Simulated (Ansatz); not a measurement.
# Gap against volume in amorphous poly(vinylidene fluoride) (as short chains C8F6H12), from a frame at 500 K, (78 atoms)

Density of this cell: 1.36 g/cm³. The cell holds 78 atoms: 24 C, 18 F and 36 H. Its edges and angles: a = 9.520 Å, b = 9.242 Å, c = 9.513 Å, α = 99.4°, β = 98.5°, γ = 89.4°. The starting structure: 3 poly(vinylidene fluoride) chains of 3 units with methyl end groups placed at random, at 1.44 g/cm³; overlaps pushed apart, then 20 ps at 800 K with MMFF94 bonds, angles, torsions, charges and radii (Halgren, J. Comput. Chem. 17, 490 (1996)) in harmonic and 12-6 forms. Snapshot after 30 ps at 500 K and fixed volume.

Calculated with Ansatz 0.2.0: Kohn-Sham DFT, PBE+D4, PAW (set soft_2), plane waves; cutoff 420 eV, Γ point, fermi-dirac smearing of 0.05 eV. The relaxed cell was scaled evenly and the atoms were relaxed at each volume. The gap is that between the highest filled and the lowest empty Kohn-Sham level on the run's k-points.

```
volume (Å³/atom)  gap (eV)
          9.4212               6.858
          9.8399                   ?
          10.154               6.736
          10.468               6.697
          10.782               6.660
          11.096               6.614
```

Task: Fit a straight line in ln V to the rows given and interpolate to the withheld row.

**Working.**

A volume deformation potential makes the spacing linear in u = ln(V/V0), with V0 = 10.468 Å³ the relaxed volume; v is the spacing.

```
u = ln(V/V0)  v (eV)
   -0.105360   6.858
  -0.0304596  6.7363
           0  6.6965
   0.0295584  6.6601
   0.0582694  6.6145
```

With n = 5: mean u = -0.00959842, mean v = 6.71308, Σ(u − ū)² = 0.015837, Σ(u − ū)(v − v̄) = -0.023286. Slope b = -0.023286 / 0.015837 = -1.4704; intercept a = v̄ − b ū = 6.6990.

At the withheld volume u = -0.06188, and v = a + b u.

Prediction at 9.8399: 6.790 eV. The run gave 6.790 eV, so the fit is high by 2.5e-4 eV (0.0036 % of the value).

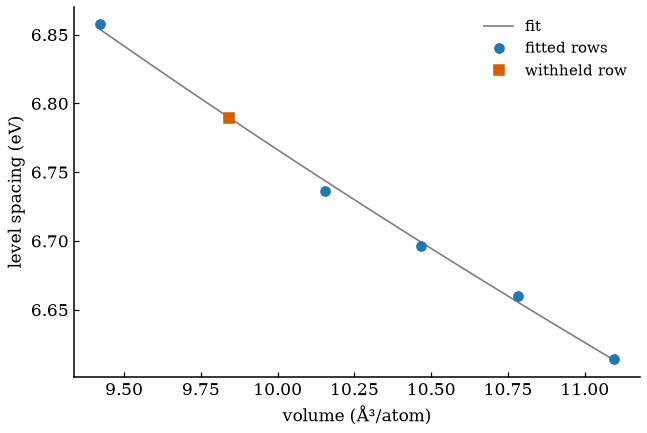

The fit, the rows that it rests on and the withheld row.

The slope, -1.47 eV, says that the spacing narrows on expansion. Among the rows given, the largest miss of the fit is at 10.154, by 0.0075 eV (3.1 % of the range of the table).

Limits: The table spans 16 % in volume, wide for a linear law. Semilocal functionals tend to put gaps under measured ones. Only the Γ point is sampled. Defect or tail levels can set the spacing of a disordered cell.

[Logs are printed without paths, hosts, clocks, repeated set-up lines and the standing remarks that a program may print on its own settings, such as how far it seeks lower states.]

[Hosts, paths, dates, database ids (printed as entryN), source tags and the programs' standing remarks are cut or masked in the printed files.]

[The MMFF94 radii named for the starting cell were scaled by 0.96; in molecules described by MMFF94, hydrogen bound to N, O or S took a small fixed 12-6 site in their place.]
